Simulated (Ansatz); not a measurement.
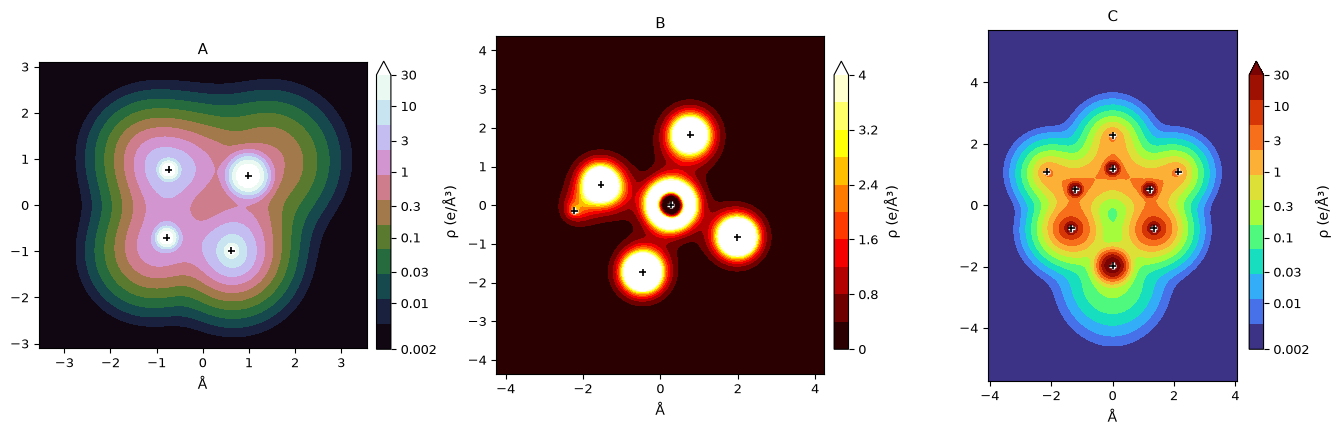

The electron density of 3 systems, each on a plane through atoms (crosses mark nuclei in the plane).

All numbers below come from RKS PBE0-D4/def2-TZVPP in Ansatz.

System 1: C₃H₄AlClO₃, the plane of atoms C6, C7 and H12. Geometry: PBE0-D4/def2-TZVP.

```xyz
12

O    -1.7992   -0.3813    1.9430
Al   -0.3165    0.2108    1.3840
Cl    0.9789    1.2230    2.7047
O    -0.5750    1.2295   -0.0998
C    -0.1529    0.9633   -1.2649
C     0.5755   -0.1633   -1.6231
C     0.9034   -1.1381   -0.6902
O     0.6019   -1.1126    0.5407
H    -2.0911   -0.2811    2.8459
H    -0.3998    1.6990   -2.0358
H     0.8847   -0.2889   -2.6507
H     1.4672   -2.0154   -1.0199
```

System 2: F₂H₄O₄W, the plane of atoms F6, W2 and F7. Geometry: PBE0-D4/def2-TZVP; core potentials replace the inner electrons of W.

```yaml
atoms:
  - { symbol: O, position_ang: [-1.3578, -1.0724, 0.9006] }
  - { symbol: W, position_ang: [-0.0439, -0.0155, 0.1044] }
  - { symbol: O, position_ang: [1.4661, -1.0011, 0.6273] }
  - { symbol: O, position_ang: [0.8464, 1.3445, -0.8487] }
  - { symbol: O, position_ang: [-0.1439, -1.0301, -1.4666] }
  - { symbol: F, position_ang: [0.2967, 0.9239, 1.7135] }
  - { symbol: F, position_ang: [-1.5291, 1.1655, -0.1447] }
  - { symbol: H, position_ang: [-2.2822, -0.8216, 0.9752] }
  - { symbol: H, position_ang: [1.9261, -0.7854, 1.4438] }
  - { symbol: H, position_ang: [0.4182, 2.1771, -1.0627] }
  - { symbol: H, position_ang: [0.4035, -0.8848, -2.2420] }
```

System 3: CH₅NOSi (SMILES C1N[SiH2]O1), the plane of atoms C1, N2 and Si3. Geometry: PBE0-D4/def2-TZVP.

```yaml
atoms:
  - { symbol: C, position_ang: [-0.8008, 0.7296, 0.1217] }
  - { symbol: N, position_ang: [-0.0908, 0.0390, -0.9612] }
  - { symbol: Si, position_ang: [0.7272, -0.8671, 0.2595] }
  - { symbol: O, position_ang: [-0.3208, -0.0237, 1.2461] }
  - { symbol: H, position_ang: [-1.8897, 0.6307, 0.0539] }
  - { symbol: H, position_ang: [-0.5316, 1.7885, 0.2206] }
  - { symbol: H, position_ang: [0.2873, 0.5918, -1.7113] }
  - { symbol: H, position_ang: [2.1762, -0.5966, 0.4808] }
  - { symbol: H, position_ang: [0.5315, -2.3385, 0.2729] }
```

### Which map belongs to which system?

Panel A is system 3, CH₅NOSi: the plane holds C, N, Si and O. C–O (1.44 Å): ρ is about 2 e/Å³ halfway, with its minimum of 1.7 e/Å³ about 0.5 Å from C. Panel B is system 2, F₂H₄O₄W: the plane holds W, O, F and H. W–O (1.88 Å): ρ is about 1.2 e/Å³ halfway. Panel C is system 1, C₃H₄AlClO₃: the plane holds Al, O, C and H. C–O (1.27 Å): ρ at the midpoint is about 2.9 e/Å³.
